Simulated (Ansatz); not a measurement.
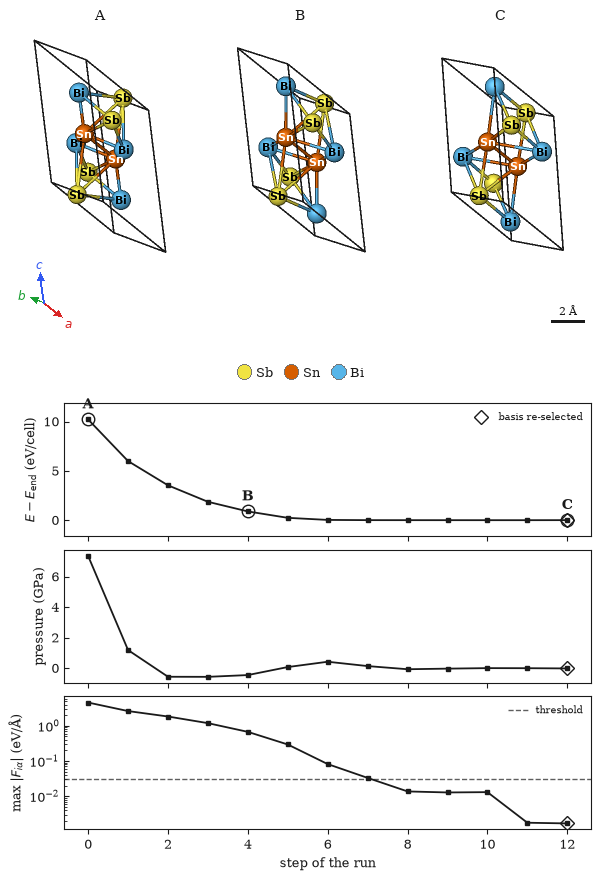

Frames of a relaxation of crystalline SnBi₂Sb₂ (a generated structure, set up in Ibam), marked on the history of the run. A ball-and-stick model of the cell of the calculation, seen slightly off an axis.

The start is a swapped structure.

Computed with DFT, PAW plane waves, PBE in Ansatz 0.2.0.

The input:
```yaml
crystal:
  lattice:
    - [0.0, 0.0, 6.824195]
    - [7.192739, -3.794873, 3.412098]
    - [7.192739, 3.794873, -3.412098]
  atoms:
    - { symbol: Sb, position: [0.34, 0.0129, 0.6929] }
    - { symbol: Sb, position: [0.66, 0.9871, 0.3071] }
    - { symbol: Sb, position: [0.16, 0.6929, 0.0129] }
    - { symbol: Sb, position: [0.84, 0.3071, 0.9871] }
    - { symbol: Sn, position: [0.25, 0.5, 0.5] }
    - { symbol: Sn, position: [0.75, 0.5, 0.5] }
    - { symbol: Bi, position: [0.3252, 0.773, 0.4234] }
    - { symbol: Bi, position: [0.6748, 0.227, 0.5766] }
    - { symbol: Bi, position: [0.1748, 0.4234, 0.773] }
    - { symbol: Bi, position: [0.8252, 0.5766, 0.227] }
  symmetry: { tolerance: 0.0003 }
kpoints:
  mp_grid: { grid: [4, 4, 4], shift: [0, 0, 0] }
magnetization:
  spin_polarized: false
scf:
  occupations: { method: fermi_dirac }
  lower_state_search: "off"
hamiltonian:
  pseudopotentials: { kind: paw }
  xc: pbe
basis:
  ecutwfc: 420
  fft_grid_basis: typed
relax:
  max_steps: 60
  cell: { p_target: 0.0 }
  f_tol: 0.03
output:
  forces: true
  stress: true
  eigenvalues: true
  bader: true
  populations: true
  elf: true
  write_potential: true
  volumetric_format: npy
  dos:
    e_range: [-12, 8]
    de: 0.05
    projected: { site_lists: { Bi: [Bi], Sb: [Sb], Sn: [Sn] } }
checkpoint:
  read: saved_state
```

Run as
```bash
ansatz run input.yaml --threads 2 --pin off --max-ram 3584MiB --backend cpu --events-out ev --progress --plain --runs-dir out
```

What happens along the run?

Over 11 accepted moves (12 points after the start) the energy falls by 10.210 eV per cell of the calculation. The largest force component goes from 4.6 to 0.0017 eV/Å. Pressure: 7.35 GPa at the start and −0.02 GPa at the end. The SCF was repeated once at an unchanged geometry on a basis and grid sized afresh for the cell, which shifted the energy by 4.9 meV per cell of the calculation at most. The largest moves relative to the cell, 1.15 Å, are those of Bi7, Bi8, Bi9 and Bi10. Bi9 goes roughly along [2 −1 3]. Largest moves by element: Bi 1.15 Å, Sb 0.37 Å. Sn stays in place. The drawn cell changes as follows: a 6.824 → 6.554 Å (−4.0 %), b = c 8.819 → 8.221 Å (−6.8 %), α 70.7° → 77.9°, β 112.8° → 113.5°, γ 67.2° → 66.5°; the volume changes by −10.2 %. Some distances before and after: Sn5–Bi10 2.582 → 3.429 Å, Sb1–Bi10 3.749 → 3.145 Å, Sb1–Bi7 3.666 → 3.074 Å, Sb1–Bi8 3.703 → 3.282 Å. Bond angles that change, for instance: Bi7–Sn5–Bi10 118.2° → 90.8°, Sn5–Bi10–Sn6 82.7° → 57.1°, Bi7–Sn5–Bi8 97.3° → 122.9°. The space group stays Ibam (No. 72). From step 0 to 4: Bi atoms move most (0.76 Å), volume −6.0 %, energy −9.327 eV per cell of the calculation. From step 4 to 12: Bi atoms move most (0.41 Å), volume −4.4 %, energy −0.882 eV per cell of the calculation.

```json
{"step": "0", "E − E(0), meV/atom": "0.00", "largest force component, eV/Å": "4.6077", "pressure, GPa": "7.35", "volume, Å³/atom": "37.254", "note": ""}
{"step": "1", "E − E(0), meV/atom": "-422.25", "largest force component, eV/Å": "2.6359", "pressure, GPa": "1.18", "volume, Å³/atom": "38.270", "note": ""}
{"step": "2", "E − E(0), meV/atom": "-668.01", "largest force component, eV/Å": "1.8453", "pressure, GPa": "-0.57", "volume, Å³/atom": "37.158", "note": ""}
{"step": "3", "E − E(0), meV/atom": "-834.94", "largest force component, eV/Å": "1.1947", "pressure, GPa": "-0.57", "volume, Å³/atom": "35.807", "note": ""}
{"step": "4", "E − E(0), meV/atom": "-932.75", "largest force component, eV/Å": "0.6748", "pressure, GPa": "-0.46", "volume, Å³/atom": "35.005", "note": ""}
{"step": "5", "E − E(0), meV/atom": "-997.55", "largest force component, eV/Å": "0.2951", "pressure, GPa": "0.07", "volume, Å³/atom": "34.085", "note": ""}
{"step": "6", "E − E(0), meV/atom": "-1018.78", "largest force component, eV/Å": "0.0817", "pressure, GPa": "0.42", "volume, Å³/atom": "33.395", "note": ""}
{"step": "7", "E − E(0), meV/atom": "-1021.01", "largest force component, eV/Å": "0.0331", "pressure, GPa": "0.13", "volume, Å³/atom": "33.351", "note": ""}
{"step": "8", "E − E(0), meV/atom": "-1021.24", "largest force component, eV/Å": "0.0136", "pressure, GPa": "-0.07", "volume, Å³/atom": "33.553", "note": ""}
{"step": "9", "E − E(0), meV/atom": "-1021.36", "largest force component, eV/Å": "0.0127", "pressure, GPa": "-0.03", "volume, Å³/atom": "33.522", "note": ""}
{"step": "10", "E − E(0), meV/atom": "-1021.44", "largest force component, eV/Å": "0.0130", "pressure, GPa": "0.00", "volume, Å³/atom": "33.453", "note": ""}
{"step": "11", "E − E(0), meV/atom": "-1021.46", "largest force component, eV/Å": "0.0018", "pressure, GPa": "-0.01", "volume, Å³/atom": "33.471", "note": ""}
{"step": "12", "E − E(0), meV/atom": "-1020.97", "largest force component, eV/Å": "0.0017", "pressure, GPa": "-0.02", "volume, Å³/atom": "33.471", "note": "same geometry, new basis"}
```
